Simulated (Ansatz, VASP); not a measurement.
## Cross-check of GaP between VASP and Ansatz

One calculation is typed for both programs; each brings its own data sets. How far apart do they land? The cell is taken from a series of VASP runs on this material, whose earlier steps may have relaxed, scaled or displaced it; both programs get it as it stands. Other levels of theory on this material are compared in a session of their own. Valence electrons are named where the data sets of a main pair hold unlike numbers.

Main program and level: Ansatz 0.2.0; plane waves, with VASP 6.6.1 beside it; band structure at PBE with D3(BJ) and band structure at PBE with D3(BJ), spin-orbit coupling.

## (1) The structure

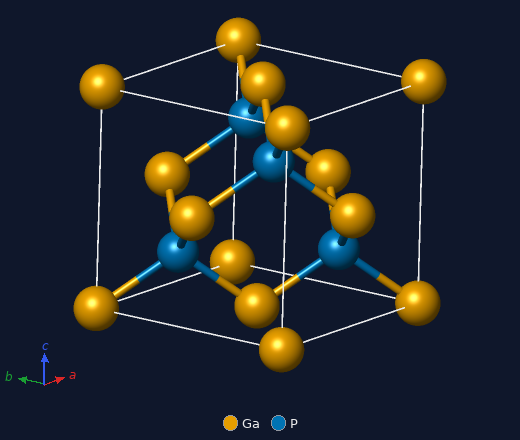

The cell as given, from a free direction (gallium orange, phosphorus blue). This picture shows the conventional cell, with its axes. Bonds to atoms that aren't drawn are left out. Some periodic images of atoms are drawn too.

As a file:

```xyz
2
Lattice="0.0000 2.7206 2.7206 2.7206 0.0000 2.7206 2.7206 2.7206 0.0000" Properties=species:S:1:pos:R:3 pbc="T T T"
Ga    0.0000    0.0000    0.0000
P     1.3603    1.3603    1.3603
```

## (2) VASP: band structure, PBE with D3(BJ)

Levels along a path test the potential and the projectors away from the mesh points.

Lines of VASP's logs that name or quote its potential files are left out, and so is its time.

Contents of INCAR:

```
SYSTEM = GaP
PREC = Accurate
ENCUT = 400
EDIFF = 1E-06
NELM = 100
ISMEAR = 0
SIGMA = 0.05
LREAL = .FALSE.
ALGO = Normal
GGA = PE
IVDW = 12
NBANDS = 21
LORBIT = 11
LWAVE = .FALSE.
LCHARG = .FALSE.
KPAR = 2
```

Contents of POSCAR:

```
GaP
1.0
    0.0000000000      2.7205627809      2.7205627809
    2.7205627809      0.0000000000      2.7205627809
    2.7205627809      2.7205627809      0.0000000000
Ga P
1 1
Direct
    0.0000000000      0.0000000000      0.0000000000
    0.2500000000      0.2500000000      0.2500000000
```

Contents of KPOINTS:

```
Automatic mesh
0
Gamma
7 7 7
0 0 0
```

Contents of KPOINTS_OPT:

```
Line mode
16
Line-mode
Reciprocal
  0.00000000   0.00000000   0.00000000 GAMMA
  0.50000000   0.00000000   0.50000000 X

  0.50000000   0.00000000   0.50000000 X
  0.50000000   0.25000000   0.75000000 W

  0.50000000   0.25000000   0.75000000 W
  0.37500000   0.37500000   0.75000000 K

  0.37500000   0.37500000   0.75000000 K
  0.00000000   0.00000000   0.00000000 GAMMA

  0.00000000   0.00000000   0.00000000 GAMMA
  0.50000000   0.50000000   0.50000000 L

  0.50000000   0.50000000   0.50000000 L
  0.62500000   0.25000000   0.62500000 U

  0.62500000   0.25000000   0.62500000 U
  0.50000000   0.25000000   0.75000000 W

  0.50000000   0.25000000   0.75000000 W
  0.50000000   0.50000000   0.50000000 L

  0.50000000   0.50000000   0.50000000 L
  0.37500000   0.37500000   0.75000000 K

  0.62500000   0.25000000   0.62500000 U
  0.50000000   0.00000000   0.50000000 X
```

The projector-augmented-wave data sets are Ga_d and P (PBE family, release 64).

On the command line:

```sh
> mpirun -np 2 vasp_std
```

Numbers of over 12 decimals in the logs are rounded to 6 here.

The program printed:

```text
[banner, memory and clock lines left out]
running    2 mpi-ranks, on    1 nodes
 distrk:  each k-point on    1 cores,    2 groups
 distr:  one band on    1 cores,    1 groups

 POSCAR found type information on POSCAR GaP
 POSCAR found :  2 types and       2 ions
 LDA part: xc-table for (Slater+PW92), standard interpolation
 POSCAR, INCAR and KPOINTS ok, starting setup
 FFT: planning ... GRIDC
 FFT: planning ... GRID_SOFT
 FFT: planning ... GRID
 WAVECAR not read
 entering main loop
       N       E                     dE             d eps       ncg     rms          rms(c)
DAV:   1     0.860914853844E+02    0.86091E+02   -0.72712E+03   950   0.105E+03
DAV:   2    -0.113155544173E+01   -0.87223E+02   -0.81408E+02   906   0.268E+02
DAV:   3    -0.923204293760E+01   -0.81005E+01   -0.80268E+01  1016   0.578E+01
DAV:   4    -0.937747175075E+01   -0.14543E+00   -0.14536E+00   985   0.814E+00
DAV:   5    -0.937945673907E+01   -0.19850E-02   -0.19849E-02  1025   0.926E-01    0.427E+00
DAV:   6    -0.913173489565E+01    0.24772E+00   -0.24832E-01  1260   0.793E+00    0.285E+00
DAV:   7    -0.910425257836E+01    0.27482E-01   -0.75305E-02  1011   0.157E+00    0.111E+00
DAV:   8    -0.910457860984E+01   -0.32603E-03   -0.11526E-02   938   0.102E+00    0.225E-01
DAV:   9    -0.910501024287E+01   -0.43163E-03   -0.11734E-03   985   0.365E-01    0.801E-02
DAV:  10    -0.910507870503E+01   -0.68462E-04   -0.87606E-05  1104   0.847E-02    0.403E-02
DAV:  11    -0.910514476599E+01   -0.66061E-04   -0.75349E-05   915   0.564E-02    0.538E-03
DAV:  12    -0.910514475980E+01    0.61905E-08   -0.16589E-06  1000   0.112E-02
   1 F= -.97416924E+01 E0= -.97416924E+01  d E =-.347231E-18
 Start KPOINTS_OPT (optional k-point list driver)
k-point batch [1-20\160]
       N       E                     dE             ncg
DAV:   1     0.970745672189E+02   -0.71414E+04      918
DAV:   2    -0.177251581712E+04   -0.18696E+04      886
DAV:   3    -0.195306308991E+04   -0.18055E+03      984
DAV:   4    -0.195626007651E+04   -0.31970E+01      988
DAV:   5    -0.195630230394E+04   -0.42227E-01      984
DAV:   6    -0.195630387517E+04   -0.15712E-02     1182
DAV:   7    -0.195630391344E+04   -0.38270E-04     1027
DAV:   8    -0.195630391476E+04   -0.13220E-05      851
DAV:   9    -0.195630391483E+04   -0.73601E-07      625
[...]
k-point batch [141-160\160]
       N       E                     dE             ncg
DAV:   1    -0.932674191108E+02   -0.12359E+05      952
DAV:   2    -0.192194246149E+04   -0.18287E+04      897
DAV:   3    -0.209157536631E+04   -0.16963E+03     1066
DAV:   4    -0.209465521797E+04   -0.30799E+01     1010
DAV:   5    -0.209469196361E+04   -0.36746E-01     1042
DAV:   6    -0.209469328786E+04   -0.13242E-02     1163
DAV:   7    -0.209469330352E+04   -0.15662E-04      995
DAV:   8    -0.209469330403E+04   -0.51101E-06      831
```

Parts of OUTCAR (step 2):

```text
ion  position               nearest neighbor table
   1  0.000  0.000  0.000-   2 2.36   2 2.36   2 2.36   2 2.36
   2  0.250  0.250  0.250-   1 2.36   1 2.36   1 2.36   1 2.36

  LATTYP: Found a face centered cubic cell.
 ALAT       =     5.4411255618

 Subroutine GETGRP returns: Found 24 space group operations
 (whereof 24 operations were pure point group operations)

The static configuration has the point symmetry T_d .

 Found     20 irreducible k-points:

   k-points           NKPTS =     20   k-points in BZ     NKDIM =     20   number of bands    NBANDS=     21

   dimension x,y,z NGX =    28 NGY =   28 NGZ =   28
   dimension x,y,z NGXF=    56 NGYF=   56 NGZF=   56

   ENCUT  =  400.0 eV  29.40 Ry    5.42 a.u.   6.27  6.27  6.27*2*pi/ulx,y,z

   NELECT =      18.0000    total number of electrons

 k-points in reciprocal lattice and weights: Automatic mesh
   0.00000000  0.00000000  0.00000000       0.003
   0.14285714  0.00000000  0.00000000       0.023
   0.28571429  0.00000000  0.00000000       0.023
   0.42857143  0.00000000  0.00000000       0.023
   0.14285714  0.14285714  0.00000000       0.017
   0.28571429  0.14285714  0.00000000       0.070
   0.42857143  0.14285714  0.00000000       0.070
  -0.42857143  0.14285714  0.00000000       0.070
  -0.28571429  0.14285714  0.00000000       0.070
[...]
-0.42857143  0.42857143  0.14285714       0.070
  -0.28571429  0.42857143  0.14285714       0.070

 average (electrostatic) potential at core
       1 -65.3360       2 -83.3517

 E-fermi :   4.9998

 k-point     1 :       0.0000    0.0000    0.0000
  band No.  band energies     occupation
    ...
      5      -9.7538      2.00000
      6      -7.8256      2.00000
      7       4.7074      2.00000
      8       4.7074      2.00000
      9       4.7074      2.00000
     10       6.5736      0.00000
     11       8.5907      0.00000
     12       8.5907      0.00000
     13       8.5907      0.00000
     14      13.5334      0.00000
    ...

 k-point     2 :       0.1429    0.0000    0.0000
  band No.  band energies     occupation
    ...
      5      -9.7537      2.00000
      6      -7.5604      2.00000
      7       2.7520      2.00000
      8       4.4165      2.00000
      9       4.4165      2.00000
     10       7.1801      0.00000
     11       9.0289      0.00000
     12       9.0289      0.00000
     13       9.4156      0.00000
     14      13.7780      0.00000
    ...

 k-point     3 :       0.2857    0.0000    0.0000
  band No.  band energies     occupation
    ...
      5      -9.7518      2.00000
      6      -6.8252      2.00000
      7       0.2184      2.00000
      8       3.9259      2.00000
      9       3.9259      2.00000
     10       6.7591      0.00000
     11       9.5087      0.00000
     12       9.5087      0.00000
     13      11.6559      0.00000
     14      13.9029      0.00000
    ...

 Edisp (eV)   -0.63655

  Total      -0.01135    -0.01135    -0.01135    -0.00000     0.00000     0.00000
  in kB      -0.45153    -0.45153    -0.45153    -0.00000     0.00000     0.00000
  external pressure =       -0.45 kB  Pullay stress =        0.00 kB

  energy-cutoff  :      400.00
  volume of cell :       40.27
      direct lattice vectors                 reciprocal lattice vectors
     0.000000000  2.720562781  2.720562781    -0.183785503  0.183785503  0.183785503
     2.720562781  0.000000000  2.720562781     0.183785503 -0.183785503  0.183785503
     2.720562781  2.720562781  0.000000000     0.183785503  0.183785503 -0.183785503

 POSITION                                       TOTAL-FORCE (eV/Angst)
 -----------------------------------------------------------------------------------
      0.00000      0.00000      0.00000        -0.000000      0.000000     -0.000000
      1.36028      1.36028      1.36028         0.000000     -0.000000      0.000000
 -----------------------------------------------------------------------------------
    total drift:                                0.000002      0.000002      0.000002

  FREE ENERGIE OF THE ION-ELECTRON SYSTEM (eV)
  ---------------------------------------------------
  free  energy   TOTEN  =        -9.7416923973 eV

  energy  without entropy=       -9.7416923973  energy(sigma->0) =       -9.74169240

 total charge
# of ion       s       p       d       tot
------------------------------------------
    1        0.861   0.855  10.013  11.730
    2        1.020   1.529   0.000   2.549
--------------------------------------------------
tot          1.881   2.384  10.013  14.279

[... 3 further parts left out ...]
```

Spin-orbit coupling is off here; it would split degenerate levels.

## (3) Ansatz: band structure, PBE with D3(BJ)

Ansatz runs on its default PAW (the set named soft_2) files.

The same cell, functional, mesh and smearing now go to Ansatz, which takes its cutoff from its data sets.

Contents of input.yaml:

```yaml
crystal:
  lattice:
    - [0.0, 2.7205627809, 2.7205627809]
    - [2.7205627809, 0.0, 2.7205627809]
    - [2.7205627809, 2.7205627809, 0.0]
  atoms:
    - { symbol: Ga, position: [0.0, 0.0, 0.0] }
    - { symbol: P, position: [0.25, 0.25, 0.25] }
hamiltonian:
  xc: pbe
  pseudopotentials: { kind: paw }
  dispersion: d3bj
kpoints:
  mp_grid: { grid: [7, 7, 7] }
  band_path:
    path:
      - [0.0, 0.0, 0.0]
      - [0.16667, 0.0, 0.16667]
      - [0.33333, 0.0, 0.33333]
      - [0.43333, 0.0, 0.43333]
      - [0.5, 0.0, 0.5]
      - [0.5, 0.08333, 0.58333]
      - [0.5, 0.18333, 0.68333]
      - [0.5, 0.25, 0.75]
      - [0.45, 0.3, 0.75]
      - [0.40833, 0.34167, 0.75]
      - [0.35, 0.35, 0.7]
      - [0.225, 0.225, 0.45]
      - [0.075, 0.075, 0.15]
      - [0.03333, 0.03333, 0.03333]
      - [0.23333, 0.23333, 0.23333]
      - [0.4, 0.4, 0.4]
      - [0.51667, 0.46667, 0.51667]
      - [0.55833, 0.38333, 0.55833]
      - [0.60833, 0.28333, 0.60833]
      - [0.60833, 0.25, 0.64167]
      - [0.55833, 0.25, 0.69167]
      - [0.51667, 0.25, 0.73333]
      - [0.5, 0.3, 0.7]
      - [0.5, 0.38333, 0.61667]
      - [0.5, 0.48333, 0.51667]
      - [0.475, 0.475, 0.55]
      - [0.425, 0.425, 0.65]
      - [0.38333, 0.38333, 0.73333]
      - [0.59167, 0.18333, 0.59167]
      - [0.55, 0.1, 0.55]
      - [0.5, 0.0, 0.5]
    npoints: 1
scf:
  occupations: { method: gaussian, width: 0.05 }
  n_extra_bands: 7
output:
  forces: true
  stress: true
  eigenvalues: true
```

On the command line:

```sh
> ansatz run input.yaml --threads 2 --pin off --max-ram 4608MiB --backend cpu --events-out ev --progress --plain --runs-dir out
```

The program printed:

```text
scf.n_extra_bands = 7 over 9 filled bands (N_el = 18.0): the run solves 16 bands
Engine: ansatz 0.2.0, aarch64-unknown-linux-gnu
Pseudopotentials: kind: paw
Pseudopotential: Ga, paw, valence charge 13, recommended cutoff 420 eV (normal), Ga.paw.azcp
Pseudopotential: P, paw, valence charge 5, recommended cutoff 420 eV (normal), P.paw.azcp
Functional definition: PBE
  parameter kappa = 0.804
  parameter beta = 0.066725
  exchange = pbe_x(kappa = kappa, mu = beta*pi^2/3)
  correlation = pbe_c(beta = beta)
Crystal: 2 atoms, lattice volume = 40.272 Å³
Basis set: ecut = 420 eV, 749 PW (Γ), exchange–correlation on 54×54×54 points (8 copies of the dense FFT grid, shifted against one another)
Bands: 16, of which v1, the nominal top of the filled ones, is band 9 counted from 1 (8 counted from 0)
Symmetry: 24 space group operations
Space group: F-43m (ITA 216), of the structure as read, at distance tolerance 3.4e-5 Å
k-points: 20 of 343 (time reversal used)
Non-local potential: Ga, projectors of the file, l = 0: 2, l = 1: 2, l = 2: 3, l = 3: 1
Non-local potential: P, projectors of the file, l = 0: 2, l = 1: 2, l = 2: 2
PAW form: soft (Blöchl's): semilocal exchange-correlation on the pseudo side does not see the compensation charge
PAW one-centre angular grid: Ga, 590 points (default); XC on 64 Gauss nodes
PAW one-centre angular grid: P, 110 points (default); XC on 64 Gauss nodes
Initial density: superposition of atomic densities (neutral atoms: chi_scale 0, normalization atom), corrected by the library's trained network
Initial wavefunctions: pseudopotential atomic-orbital guess
Functional: x = pbe(κ = 0.804, μ = 0.219515), c = pbe(β = 0.066725)
SCF iter   1: F=—  HF=-4540.178140 eV  |F-HF|=—  |Δ(HF+E_count)|=         —  Δρ=1.98e-3  dr2=1.53e-3  ethr=1.77e-3  ⟨swp⟩=6.0  Hψ=2030  notcnv=0  defer=3
preconditioner: auto → none  [insulator: Δε(μ)=1.571 eV  Ē_g=18.044 eV  σ=0.050 eV  W_gap=1.00  n_scr=14 (ndim 8)  ℏωp=24.8 eV  f_vac=0.011  D(μ)=0.00/eV (n_scr^D=0)  ε∞_Penn≈2.9]
SCF iter   2: F=—  HF=-4540.177841 eV  |F-HF|=—  |Δ(HF+E_count)|=   2.99e-4  Δρ=1.94e-3  dr2=9.47e-4  ethr=8.52e-6  ⟨swp⟩=2.2  Hψ=724  notcnv=0  defer=31
SCF iter   3: F=—  HF=-4540.177331 eV  |F-HF|=—  |Δ(HF+E_count)|=   5.10e-4  Δρ=8.21e-4  dr2=1.65e-4  ethr=5.26e-6  ⟨swp⟩=2.0  Hψ=382  notcnv=0  defer=31
SCF iter   4: F=—  HF=-4540.177356 eV  |F-HF|=—  |Δ(HF+E_count)|=   2.45e-5  Δρ=3.73e-4  dr2=2.82e-5  ethr=9.16e-7  ⟨swp⟩=2.0  Hψ=460  notcnv=0  defer=31
SCF iter   5: F=—  HF=-4540.177337 eV  |F-HF|=—  |Δ(HF+E_count)|=   1.82e-5  Δρ=1.10e-4  dr2=3.54e-6  ethr=1.56e-7  ⟨swp⟩=2.0  Hψ=411  notcnv=0  defer=31
SCF iter   6: F=—  HF=-4540.177337 eV  |F-HF|=—  |Δ(HF+E_count)|=   4.57e-7  Δρ=6.87e-5  dr2=9.47e-7  ethr=1.97e-8  ⟨swp⟩=2.9  Hψ=464  notcnv=0  defer=31
SCF iter   7: F=-4540.177336 eV  HF=-4540.177337 eV  |F-HF|=7.51e-8  |Δ(HF+E_count)|=   3.41e-7  Δρ=1.81e-5  dr2=6.22e-8  ethr=5.56e-10  ⟨swp⟩=8.2  Hψ=1869  notcnv=0
SCF 1 converged in 7 iterations: F = -4540.177336 eV  dr2 = 6.22e-8
  greatest PAW one-centre occupation: 0.994 electrons in one spin orbital (limit 2), on the Ga atom at site 0 (counted from 0), in its partial waves of l = 2
NSCF: frozen V_eff on 31 k-points
SCF converged after 7 iterations
Free energy (F): -4540.177336 eV
Harris-Foulkes:  -4540.177337 eV  (|F-HF|=7.51e-8)
Internal energy: -4540.177336 eV  (E = F + TS)
E sigma→0 (E₀):  -4540.177336 eV
Fermi energy:    7.943577 eV
--- Per-component energies (eV) ---
  E_band       = -57.255694
  E_kinetic    = 186.495553
  E_local      = -2197.015291  (includes V_loc(G=0)·N_el)
  E_nonlocal   = 458.839604
  E_hartree    = 1016.252042
  E_xc         = -130.871554
  E_vxc        = -119.151335  (∫ρ·V_xc dr)
  E_paw        = -2558.334411  (= ΣΔE_a)
  E_vpaw       = -418.913485  (= ΣTr[D̂ρ^β])
  E_aug_tail   = -0.000096  (compensation charges beyond the density's cutoff)
  E_ewald      = -1314.906481
  E_disp       = -0.636702  (pairwise vdW)
  E_smearing   = -0.000000  (= −TS)
  E_closure    = -0.000000  (closes the sum)
  Σ components = -4540.177336   (vs F -4540.177336, Δ=0.00e0)
--- Forces (eV/Å), atoms counted from 1 ---
  atom   1  Ga     0.00000000    -0.00000000    -0.00000000
  atom   2  P     -0.00000000     0.00000000     0.00000000
  max |Σ_I F_I| component: 9.25e-17 eV/Å
--- Stress (GPa, compression-positive) ---
        0.224300       0.000000      -0.000000
       -0.000000       0.224300       0.000000
       -0.000000       0.000000       0.224300
  P = ⅓ Tr σ = 0.2243 GPa (2.243 kbar)
--- Band table (eV; the first three rows and the last of 20) ---
  k-point 0: bands = [... 5 lower, -5.3784, 7.1533, 7.1533, 7.1533, 9.0239, 11.0356, 11.0356, 11.0356, ... 3 higher]
  k-point 1: bands = [... 5 lower, -5.1131, 5.1993, 6.8623, 6.8623, 9.6295, 11.4727, 11.4727, 11.8585, ... 3 higher]
  k-point 2: bands = [... 5 lower, -4.3780, 2.6654, 6.3715, 6.3715, 9.2088, 11.9509, 11.9509, 14.0973, ... 3 higher]
  k-point 19: bands = [... 5 lower, -2.4052, 0.6448, 3.2463, 4.3369, 10.6935, 12.4819, 13.5160, 14.2096, ... 3 higher]
```

It took 1.6 s on 2 threads of Arm Neoverse V1, shared host; peak memory 0.28 GiB; 3 s of CPU time.

The column dr2 measures how far the density is from self-consistency, as an energy; F and HF (Harris–Foulkes) agree once it is small.

## (4) Comparison

Known differences besides the potentials themselves: the cutoff is 420 eV in Ansatz and 400 eV in VASP; VASP leaves aspherical gradient terms in its spheres out (LASPH is not set), Ansatz keeps them. Total energies have different zeros and are not compared.

Compared:

```
                     quantity  Ansatz   VASP  difference
               pressure (GPa)    0.22  -0.05       +0.27
gap over the path points (eV)   1.583  1.579      +0.003
```

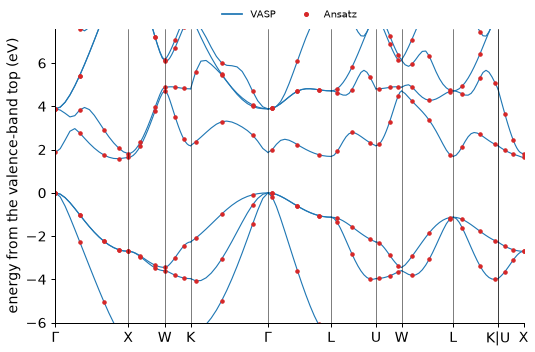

Bands from VASP (lines) and levels from Ansatz (dots). Dots without a line are higher empty bands that the VASP plot leaves out.

Levels at points of the path, from each program's valence-band top (eV; 3 filled, then empty):

```
k (reciprocal lattice)                             Ansatz                               VASP
     0.000 0.000 0.000      0.00 0.00 0.00 1.87 3.88 3.88      0.00 0.00 0.00 1.87 3.88 3.88
     0.167 0.000 0.167   -2.25 -1.01 -1.01 2.77 3.83 5.42   -2.25 -1.01 -1.01 2.77 3.83 5.42
     0.333 0.000 0.333   -5.04 -2.24 -2.24 1.75 2.91 8.21   -5.04 -2.24 -2.24 1.75 2.91 8.23
     0.433 0.000 0.433   -6.40 -2.63 -2.63 1.58 2.08 9.95   -6.40 -2.63 -2.63 1.58 2.07 9.97
     0.500 0.000 0.500  -6.78 -2.70 -2.70 1.64 1.82 10.61  -6.78 -2.70 -2.70 1.64 1.81 10.63
     0.500 0.083 0.583   -6.73 -2.96 -2.92 2.18 2.36 9.42   -6.73 -2.96 -2.92 2.17 2.35 9.45
     0.500 0.183 0.683   -6.61 -3.47 -3.34 3.78 3.96 7.19   -6.61 -3.47 -3.34 3.78 3.96 7.20
     0.500 0.250 0.750   -6.57 -3.60 -3.45 4.70 4.88 6.12   -6.57 -3.60 -3.45 4.71 4.88 6.12
     0.450 0.300 0.750   -6.56 -3.81 -2.99 3.52 4.88 6.71   -6.57 -3.81 -2.99 3.53 4.89 6.72
     0.408 0.342 0.750   -6.57 -3.93 -2.46 2.50 4.83 7.65   -6.57 -3.93 -2.46 2.49 4.83 7.67
```

Among the levels compared at these points, filled levels agree within 2 meV and empty ones within 22 meV.

(Continued in part 2 of 2.)

[Lines on the potential files, build, host, timing and source positions are cut from VASP's logs without a mark.]

[Logs are printed without paths, hosts, clocks, repeated set-up lines and the standing remarks that a program may print on its own settings, such as how far it seeks lower states.]

[Hosts, paths, dates, database ids (printed as entryN), source tags and the programs' standing remarks are cut or masked in the printed files.]
